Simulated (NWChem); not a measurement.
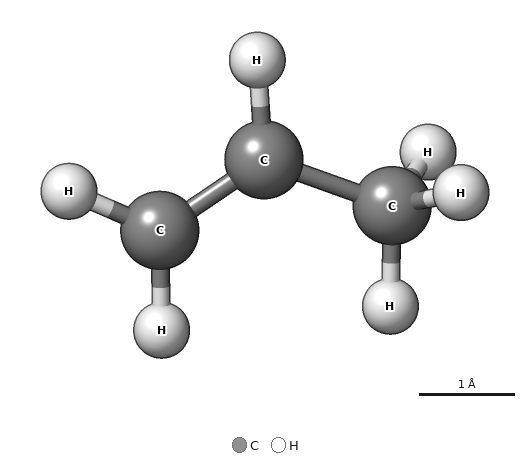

*The structure (ball-and-stick view, seen at a tilt).*

Bond lengths as drawn: C–C 1.33 to 1.49 Å and C–H 1.08 to 1.09 Å.

## Energy and gradient calculation, with input and output: C₃H₆ (part 1 of 2)

System: C₃H₆, SMILES C=CC.
Method: MP2/cc-pVDZ, RHF (NWChem 7.3.0).

The geometry comes from this level: PBE0-D4/def2-TZVP.

## The input
```
start c3h6
memory total 2200 mb
geometry noautosym nocenter noautoz
C    -1.129400    0.554100   -0.580200
C     0.157600    0.266300   -0.447400
C     0.744900   -0.543600    0.656400
H    -1.864800    0.202700    0.137400
H    -1.495500    1.149800   -1.408200
H     0.857000    0.641500   -1.192300
H     1.261600   -1.425300    0.264300
H     1.490400    0.033400    1.212800
H    -0.021900   -0.879100    1.357300
end
basis spherical bse
C library cc-pVDZ
H library cc-pVDZ
end
scf
thresh 1e-08
maxiter 80
end
mp2
freeze core 3
tight
end
task mp2 gradient
```

Machine: 1 thread of Intel Xeon (Sapphire Rapids), 16 GiB of memory available, shared host.

Run as:
```bash
nwchem c3h6.nw > c3h6.out
```

## The program's output
```
Northwest Computational Chemistry Package (NWChem) 7.3.0
             --------------------------------------------------------

           Job information
           ---------------

    nwchem branch   = 7.3.0
    use scalapack   = T
    input           = c3h6.nw
    prefix          = c3h6.
    data base       = ./c3h6.db
    status          = startup
    nproc           =        1

           Memory information
           ------------------

    heap     =     72089594 doubles =      550.0 Mbytes
    stack    =     72089599 doubles =      550.0 Mbytes
    global   =    144179200 doubles =     1100.0 Mbytes (distinct from heap & stack)
    total    =    288358393 doubles =     2200.0 Mbytes
    verify   = yes
    hardfail = no

           Directory information
           ---------------------

  0 permanent = .
  0 scratch   = .

                                NWChem Input Module
                                -------------------

 Scaling coordinates for geometry "geometry" by  1.889725989
 (inverse scale =  0.529177249)

                             Geometry "geometry" -> ""
                             -------------------------

 Output coordinates in angstroms (scale by  1.889725989 to convert to a.u.)

  No.       Tag          Charge          X              Y              Z
 ---- ---------------- ---------- -------------- -------------- --------------
    1 C                    6.0000    -1.12940000     0.55410000    -0.58020000
    2 C                    6.0000     0.15760000     0.26630000    -0.44740000
    3 C                    6.0000     0.74490000    -0.54360000     0.65640000
    4 H                    1.0000    -1.86480000     0.20270000     0.13740000
    5 H                    1.0000    -1.49550000     1.14980000    -1.40820000
    6 H                    1.0000     0.85700000     0.64150000    -1.19230000
    7 H                    1.0000     1.26160000    -1.42530000     0.26430000
    8 H                    1.0000     1.49040000     0.03340000     1.21280000
    9 H                    1.0000    -0.02190000    -0.87910000     1.35730000

      Atomic Mass
      -----------

      C                 12.000000
      H                  1.007825

 Effective nuclear repulsion energy (a.u.)      70.9981260040

            Nuclear Dipole moment (a.u.)
            ----------------------------
        X                 Y               Z
 ---------------- ---------------- ----------------
    -2.1440831066     2.6150028230    -3.5071424622

            XYZ format geometry
            -------------------
     9
 geometry
 C                    -1.12940000     0.55410000    -0.58020000
 C                     0.15760000     0.26630000    -0.44740000
 C                     0.74490000    -0.54360000     0.65640000
 H                    -1.86480000     0.20270000     0.13740000
 H                    -1.49550000     1.14980000    -1.40820000
 H                     0.85700000     0.64150000    -1.19230000
 H                     1.26160000    -1.42530000     0.26430000
 H                     1.49040000     0.03340000     1.21280000
 H                    -0.02190000    -0.87910000     1.35730000

 ==============================================================================
                                internuclear distances
 ------------------------------------------------------------------------------
       center one      |      center two      | atomic units |  angstroms
 ------------------------------------------------------------------------------
    2 C                |   1 C                |     2.50475  |     1.32546
    3 C                |   2 C                |     2.81514  |     1.48971
    4 H                |   1 C                |     2.05211  |     1.08593
    5 H                |   1 C                |     2.04795  |     1.08373
    6 H                |   2 C                |     2.05695  |     1.08849
    7 H                |   3 C                |     2.06847  |     1.09458
    8 H                |   3 C                |     2.06861  |     1.09466
    9 H                |   3 C                |     2.06301  |     1.09170
 ------------------------------------------------------------------------------
                         number of included internuclear distances:          8
 ==============================================================================

 ==============================================================================
                                 internuclear angles
 ------------------------------------------------------------------------------
        center 1       |       center 2       |       center 3       |  degrees
 ------------------------------------------------------------------------------
    2 C                |   1 C                |   4 H                |   121.41
    2 C                |   1 C                |   5 H                |   121.60
    4 H                |   1 C                |   5 H                |   117.00
    1 C                |   2 C                |   3 C                |   125.11
    1 C                |   2 C                |   6 H                |   118.72
    3 C                |   2 C                |   6 H                |   116.18
    2 C                |   3 C                |   7 H                |   111.01
    2 C                |   3 C                |   8 H                |   111.01
    2 C                |   3 C                |   9 H                |   111.46
    7 H                |   3 C                |   8 H                |   106.57
    7 H                |   3 C                |   9 H                |   108.30
    8 H                |   3 C                |   9 H                |   108.30
 ------------------------------------------------------------------------------
                            number of included internuclear angles:         12
 ==============================================================================

                      Basis "ao basis" -> "" (spherical)
                      -----
  [basis functions not shown]

 Summary of "ao basis" -> "" (spherical)
 ------------------------------------------------------------------------------
       Tag                 Description            Shells   Functions and Types
 ---------------- ------------------------------  ------  ---------------------
 C                          cc-pVDZ                  6       14   3s2p1d
 H                          cc-pVDZ                  3        5   2s1p

                                 NWChem SCF Module
                                 -----------------

  ao basis        = "ao basis"
  functions       =    72
  atoms           =     9
  closed shells   =    12
  open shells     =     0
  charge          =   0.00
  wavefunction    = RHF
  input vectors   = atomic
  output vectors  = ./c3h6.movecs
  use symmetry    = F
  symmetry adapt  = F

 Summary of "ao basis" -> "ao basis" (spherical)
 ------------------------------------------------------------------------------
       Tag                 Description            Shells   Functions and Types
 ---------------- ------------------------------  ------  ---------------------
 C                          cc-pVDZ                  6       14   3s2p1d
 H                          cc-pVDZ                  3        5   2s1p

 Forming initial guess at       0.0s

      Superposition of Atomic Density Guess
      -------------------------------------

 Sum of atomic energies:        -115.99411233

      Non-variational initial energy
      ------------------------------

 Total energy =    -117.969217
 1-e energy   =    -294.008535
 2-e energy   =     105.041192
 HOMO         =      -0.314074
 LUMO         =       0.017549

 Starting SCF solution at       0.3s

 ----------------------------------------------
         Quadratically convergent ROHF

 Convergence threshold     :          1.000E-08
 Maximum no. of iterations :           80
 Final Fock-matrix accuracy:          1.000E-10
 ----------------------------------------------

              iter       energy          gnorm     gmax       time
             ----- ------------------- --------- --------- --------
                 1     -117.0458225947  6.22D-01  2.26D-01      0.8
                 2     -117.0793208912  1.72D-01  4.67D-02      1.4
                 3     -117.0823414833  6.74D-03  1.60D-03      2.8
                 4     -117.0823469076  1.28D-05  3.31D-06      5.7
                 5     -117.0823469076  4.05D-10  9.28D-11     10.0

       Final RHF  results
       ------------------

         Total SCF energy =   -117.082346907631
      One-electron energy =   -296.990482875827
      Two-electron energy =    108.910009964239
 Nuclear repulsion energy =     70.998126003957

        Time for solution =      9.8s

             Final eigenvalues
             -----------------

              1
    1  -11.2351
    2  -11.2272
    3  -11.2218
    4   -1.0659
    5   -0.9324
    6   -0.7543
    7   -0.6370
    8   -0.5810
    9   -0.5650
   10   -0.5207
   11   -0.4873
   12   -0.3577
   13    0.1804
   14    0.1944
   15    0.2217
   16    0.2334
   17    0.2675
   18    0.2760
   19    0.2934
   20    0.4045
   21    0.5119
   22    0.5803

                       ROHF Final Molecular Orbital Analysis
                       -------------------------------------

 Vector    3  Occ=2.000000D+00  E=-1.122176D+01
              MO Center= -1.1D+00,  5.5D-01, -5.8D-01, r^2= 3.5D-02
   Bfn.  Coefficient  Atom+Function         Bfn.  Coefficient  Atom+Function
  ----- ------------  ---------------      ----- ------------  ---------------
     1      0.999896  1 C  s

 Vector    4  Occ=2.000000D+00  E=-1.065870D+00
              MO Center= -4.5D-02,  1.2D-01, -1.8D-01, r^2= 1.5D+00
   Bfn.  Coefficient  Atom+Function         Bfn.  Coefficient  Atom+Function
  ----- ------------  ---------------      ----- ------------  ---------------
    16      0.292100  2 C  s                 17      0.241927  2 C  s
     2      0.222841  1 C  s                 30      0.210102  3 C  s

 Vector    5  Occ=2.000000D+00  E=-9.323797D-01
              MO Center=  9.2D-02, -1.0D-01,  1.4D-01, r^2= 2.5D+00
   Bfn.  Coefficient  Atom+Function         Bfn.  Coefficient  Atom+Function
  ----- ------------  ---------------      ----- ------------  ---------------
    30      0.292712  3 C  s                  2     -0.244304  1 C  s
    31      0.171411  3 C  s                  3     -0.160351  1 C  s
    18      0.160074  2 C  px                58      0.153864  7 H  s
    63      0.153842  8 H  s

 Vector    6  Occ=2.000000D+00  E=-7.542837D-01
              MO Center= -2.7D-01,  2.6D-01, -3.4D-01, r^2= 2.7D+00
   Bfn.  Coefficient  Atom+Function         Bfn.  Coefficient  Atom+Function
  ----- ------------  ---------------      ----- ------------  ---------------
    53      0.242977  6 H  s                 16      0.238296  2 C  s
    43     -0.204007  4 H  s                  4      0.185492  1 C  px
     2     -0.177063  1 C  s                 17      0.162957  2 C  s

 Vector    7  Occ=2.000000D+00  E=-6.369825D-01
              MO Center= -2.9D-01,  3.2D-01, -4.2D-01, r^2= 2.7D+00
   Bfn.  Coefficient  Atom+Function         Bfn.  Coefficient  Atom+Function
  ----- ------------  ---------------      ----- ------------  ---------------
    48      0.267127  5 H  s                  6     -0.222981  1 C  pz
    32      0.218082  3 C  px                18      0.183721  2 C  px
    20     -0.179906  2 C  pz                53      0.177150  6 H  s
     5      0.166539  1 C  py

 Vector    8  Occ=2.000000D+00  E=-5.810054D-01
              MO Center= -4.6D-01,  4.2D-02,  4.5D-02, r^2= 2.3D+00
   Bfn.  Coefficient  Atom+Function         Bfn.  Coefficient  Atom+Function
  ----- ------------  ---------------      ----- ------------  ---------------
     4      0.305726  1 C  px                43     -0.273663  4 H  s
    18     -0.265623  2 C  px                34      0.234929  3 C  pz
    68      0.203736  9 H  s                  6     -0.151319  1 C  pz

 Vector    9  Occ=2.000000D+00  E=-5.649793D-01
              MO Center=  9.4D-01, -5.3D-01,  5.9D-01, r^2= 1.5D+00
   Bfn.  Coefficient  Atom+Function         Bfn.  Coefficient  Atom+Function
  ----- ------------  ---------------      ----- ------------  ---------------
    33      0.340718  3 C  py                58     -0.296413  7 H  s
    63      0.296285  8 H  s                 34      0.221806  3 C  pz
    36      0.153405  3 C  py
```
